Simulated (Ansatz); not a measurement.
A series of calculations on BAsNH$_{5}$

**1. Relaxation**

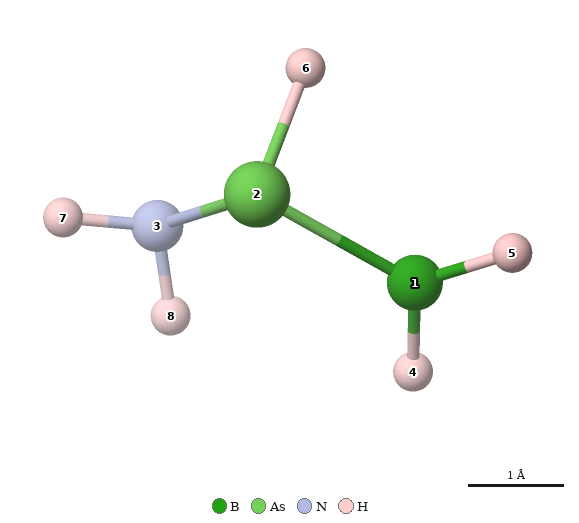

Starting structure of BAsNH5. The picture is a ball-and-stick view, seen at a tilt.

The run prepares an end point of a later path (torsion) calculation, from a guessed geometry.

Method: Ansatz 0.2.0, RKS PBE-D4/def2-SVP.

Input
```yaml
crystal:
  periodic: [false, false, false]
  atoms:
    - { symbol: B, position_ang: [-0.94174, 0.68991, -0.87158] }
    - { symbol: As, position_ang: [0.84371, 0.6374, -0.01601] }
    - { symbol: "N", position_ang: [0.73242, -1.03808, 0.81824] }
    - { symbol: H, position_ang: [-1.48744, -0.28523, -1.22466] }
    - { symbol: H, position_ang: [-1.43345, 1.71839, -1.13556] }
    - { symbol: H, position_ang: [0.35973, 1.408, 1.18526] }
    - { symbol: H, position_ang: [1.65356, -1.41524, 1.02524] }
    - { symbol: H, position_ang: [0.27319, -1.71515, 0.21907] }
basis:
  gaussian: { orbitals: def2-SVP }
hamiltonian:
  xc: pbe
  dispersion: d4
relax:
  f_tol: 0.015
  max_steps: 40
```

Launched with:
```bash
ansatz run input.yaml --threads 1 --pin off --max-ram 2048MiB --backend cpu --events-out ev --progress --plain --runs-dir out
```

Predict the outcome.

After 8 geometry steps the energy has fallen by 0.169 eV. Largest force component: 1.1 eV/Å at the start, 0.012 eV/Å at the end. The atom that moves furthest after the best rigid fit is H8 (0.50 Å). By element the largest moves are H 0.50 Å, N 0.18 Å, As 0.14 Å, B 0.06 Å. Near-neighbour distances that change, for instance: B1–H4 1.172 → 1.217 Å, As2–H6 1.507 → 1.534 Å, N3–H8 1.014 → 1.028 Å, N3–H7 1.017 → 1.028 Å. Among the angles between lasting bonds that change: B1–As2–N3 99.3° → 108.1°, B1–As2–H6 92.4° → 99.0°, N3–As2–H6 94.8° → 100.2°. Groups turn about As2–N3 by about 35°. Cost: 12 s on 1 thread of Intel(R) Xeon(R) 6975P-C (Granite Rapids), with other jobs on the host, peak memory 0.16 GiB.

History of the run:

```
step  E − E(0), eV  largest force component, eV/Å
   0        0.0000                         1.0708
   1       -0.1216                         0.6873
   2       -0.1361                         0.9538
   3       -0.1533                         0.2983
   4       -0.1553                         0.2171
   5       -0.1587                         0.2487
   6       -0.1686                         0.0397
   7       -0.1689                         0.0190
   8       -0.1690                         0.0122
```

The structure at the end:

```xyz
8

B    -0.9469    0.6716   -0.9277
As    0.7463    0.6281    0.0885
N     0.8839   -1.0523    0.9231
H    -1.3620   -0.3222   -1.4938
H    -1.4627    1.7547   -1.1236
H     0.3308    1.4939    1.2852
H     1.7265   -1.5236    0.5693
H     0.0841   -1.6502    0.6790
```

The end point in the same view:

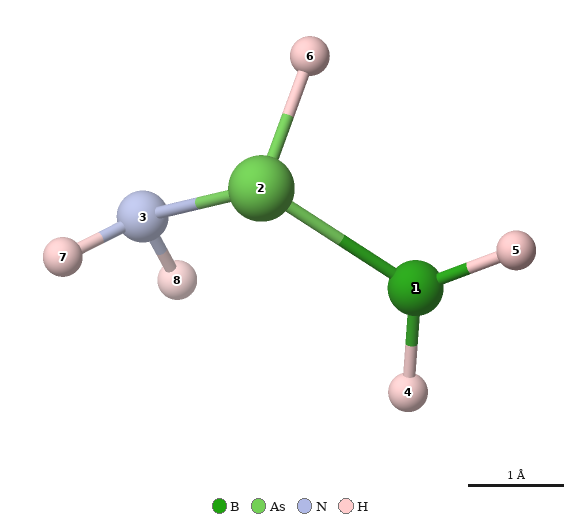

**2. Relaxation**

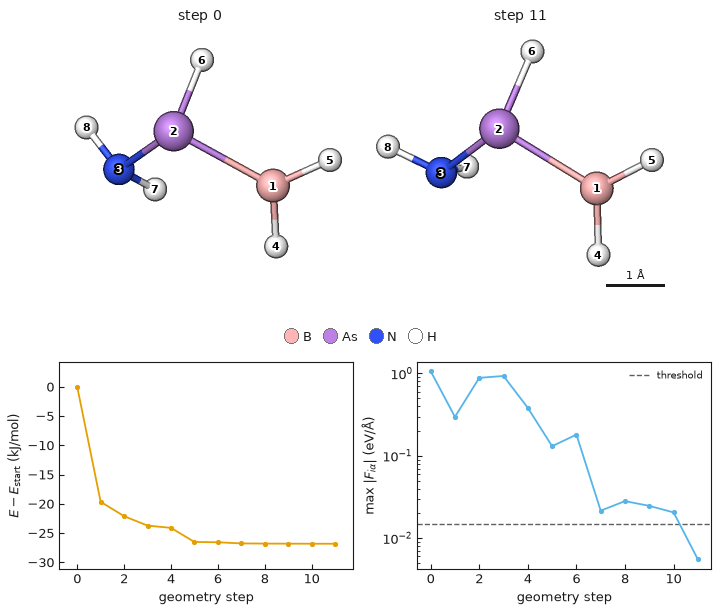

First and last geometry of a relaxation of BAsNH5, with the history of the run. The picture is a ball-and-stick view, seen at a tilt.

The run prepares an end point of a later path (torsion) calculation, from a guessed geometry.

Method: RKS PBE-D4/def2-SVP in Ansatz 0.2.0. Settings: no spin polarisation; force threshold 0.015 eV/Å; at most 40 steps.

> Did the run converge, and what did it change?

It converged. The atom that moves furthest after the best rigid fit is H8 (0.53 Å). Largest moves by element: H 0.53 Å, As 0.23 Å, N 0.13 Å, B 0.10 Å. Among the contacts that change: B1–H5 1.170 → 1.216 Å, As2–H6 1.507 → 1.550 Å, B1–H4 1.172 → 1.214 Å, N3–H8 1.014 → 1.027 Å. Bond angles that change, for instance: N3–As2–H6 94.8° → 106.9°, B1–As2–H6 92.4° → 97.8°, B1–As2–N3 99.3° → 104.0°. Groups turn about As2–N3 by about 35°. The energy falls by 26.8 kJ/mol in 11 geometry steps. The largest force component goes from 1.1 to 0.0055 eV/Å. The run took 15 s on 1 thread of Intel(R) Xeon(R) 6975P-C (Granite Rapids) (shared host), peak memory 0.16 GiB.

```tsv
step	E − E(0), kJ/mol	largest force component, eV/Å
0	0.00	1.0668
1	-19.65	0.2972
2	-22.11	0.8852
3	-23.71	0.9323
4	-24.10	0.3822
5	-26.51	0.1308
6	-26.56	0.1810
7	-26.76	0.0216
8	-26.79	0.0282
9	-26.80	0.0247
10	-26.81	0.0205
11	-26.81	0.0055
```

**3. Path**

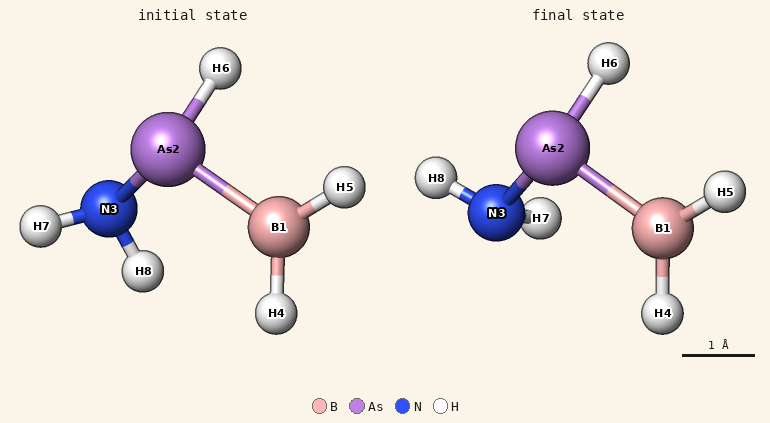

The two relaxed end points of a path for BAsNH5. Style: ball-and-stick. Shown at a tilt.

Level of theory: RKS PBE-D4/def2-SVP (Ansatz).

Input file:
```yaml
crystal:
  periodic: [false, false, false]
  atoms:
    - { symbol: B, position_ang: [-0.944321, 0.671281, -0.930608] }
    - { symbol: As, position_ang: [0.74557, 0.628585, 0.091213] }
    - { symbol: "N", position_ang: [0.881542, -1.052041, 0.925644] }
    - { symbol: H, position_ang: [-1.356731, -0.322629, -1.498466] }
    - { symbol: H, position_ang: [-1.460196, 1.754113, -1.127758] }
    - { symbol: H, position_ang: [0.325377, 1.493676, 1.28687] }
    - { symbol: H, position_ang: [1.72568, -1.522538, 0.574442] }
    - { symbol: H, position_ang: [0.083058, -1.650447, 0.678664] }
basis:
  gaussian: { orbitals: def2-SVP }
hamiltonian:
  xc: pbe
  dispersion: d4
neb:
  order_check: false
  images: 7
  f_tol: 0.03
  max_iterations: 60
  initial_path: idpp
  final_atoms:
    - { symbol: B, position_ang: [-0.97943448, 0.7083027, -0.97193107] }
    - { symbol: As, position_ang: [0.74132408, 0.58947016, -0.00348707] }
    - { symbol: "N", position_ang: [0.89756384, -1.22719414, 0.41813817] }
    - { symbol: H, position_ang: [-1.41551148, -0.23774537, -1.5959951] }
    - { symbol: H, position_ang: [-1.48427493, 1.81012785, -1.07023729] }
    - { symbol: H, position_ang: [0.30225232, 1.31677469, 1.29341983] }
    - { symbol: H, position_ang: [0.14688249, -1.55964796, 1.03540634] }
    - { symbol: H, position_ang: [1.79117717, -1.40008792, 0.89468719] }
```

Command:
```bash
ansatz run input.yaml --threads 1 --pin off --max-ram 2048MiB --backend cpu --events-out ev --progress --plain --runs-dir out
```

Question: What barrier does the band find between them, and by what path?

Answer: The highest point, image 5, lies 14.3 kJ/mol above the start and 13.4 kJ/mol above the end; the end is at +1.0 kJ/mol relative to the start. The motion is a rotation about the As2–N3 bond by about 175°. No bond forms or breaks between the ends. Bond angles that change up to the highest image, for instance: As2–N3–H8 110.9° → 105.4°, H7–N3–H8 106.8° → 103.6°. The band is converged. At the top, the vibrational analysis gives one imaginary mode (200i cm⁻¹), as a transition state must have.

Energies of the converged images:

```json
{"image": "0", "path (Å)": "0.00", "E (kJ/mol)": "0.0"}
{"image": "1", "path (Å)": "0.41", "E (kJ/mol)": "1.4"}
{"image": "2", "path (Å)": "0.83", "E (kJ/mol)": "5.1"}
{"image": "3", "path (Å)": "1.24", "E (kJ/mol)": "9.5"}
{"image": "4", "path (Å)": "1.65", "E (kJ/mol)": "12.9"}
{"image": "5", "path (Å)": "2.07", "E (kJ/mol)": "14.3"}
{"image": "6", "path (Å)": "2.60", "E (kJ/mol)": "11.3"}
{"image": "7", "path (Å)": "3.13", "E (kJ/mol)": "4.5"}
{"image": "8", "path (Å)": "3.67", "E (kJ/mol)": "1.0"}
```

The geometry at the top of the path:

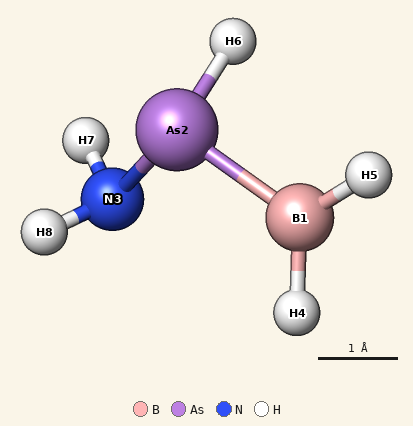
